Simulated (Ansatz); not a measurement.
**Fields on a plane of HfO2 (tetragonal-ZrO2 type, space group P4_2/nmc)**

```
HfO2
1.0
    3.60482     0.00000     0.00000
    0.00000     3.60482     0.00000
    0.00000     0.00000     5.26502
Hf O
2 4
Direct
  0.00000   0.00000   0.00000
  0.50000   0.50000   0.50000
  0.00000   0.50000   0.19324
  0.00000   0.50000   0.69324
  0.50000   0.00000   0.30676
  0.50000   0.00000   0.80676
```

The slice is a (0 -1 1) plane (indices of the conventional cell) through the point (0.500, 0.000, 0.307) (fractional), spanned by u = [100] and v = [011] in vectors of this cell: u (3.60 Å) and v (6.38 Å, at 90° to u). It covers one period; positions are fractions (u, v).

Atoms on it: O at (0.00, 0.00). Other atoms lie within 1 Å of the plane.

Computed with PBE (plane waves to 420 eV, PAW, scalar-relativistic; Ansatz, a first-principles code). k mesh 9×9×6. Near the nuclei the fields are pseudised (PAW); where an atom keeps semicore shells as valence, they peak there. HfO2 is run without spin polarisation. HfO2 was relaxed with its symmetry unable to fall. Spin-orbit coupling is left out, though Hf is heavy. The PAW data are Ansatz's earlier set. This is a high-temperature form of HfO2.

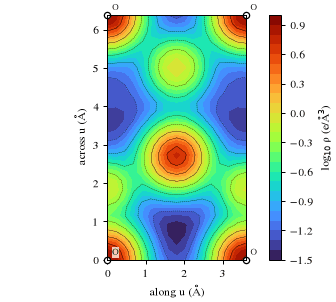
Figure. Log₁₀ of the valence density in e/Å³, one period of the plane, atoms marked. The scale is logarithmic, as a density can span decades between atoms and voids.

```
v \ u   0.00   0.12   0.25   0.38   0.50   0.62   0.75   0.88
-----  -----  -----  -----  -----  -----  -----  -----  -----
0.86   0.031  0.019  0.006  0.003  0.003  0.003  0.006  0.019
0.71   0.003  0.002  0.003  0.008  0.010  0.008  0.003  0.002
0.57   0.002  0.001  0.002  0.013  0.025  0.013  0.002  0.001
0.43   0.002  0.001  0.009  0.096  0.226  0.096  0.009  0.001
0.29   0.006  0.003  0.006  0.021  0.036  0.021  0.006  0.003
0.14   0.033  0.023  0.008  0.002  0.001  0.002  0.008  0.023
0.00   0.006  0.200  0.041  0.006  0.001  0.006  0.041  0.200
```

Values: density of the highest valence band (whole band, smooth part) in e/Å³.
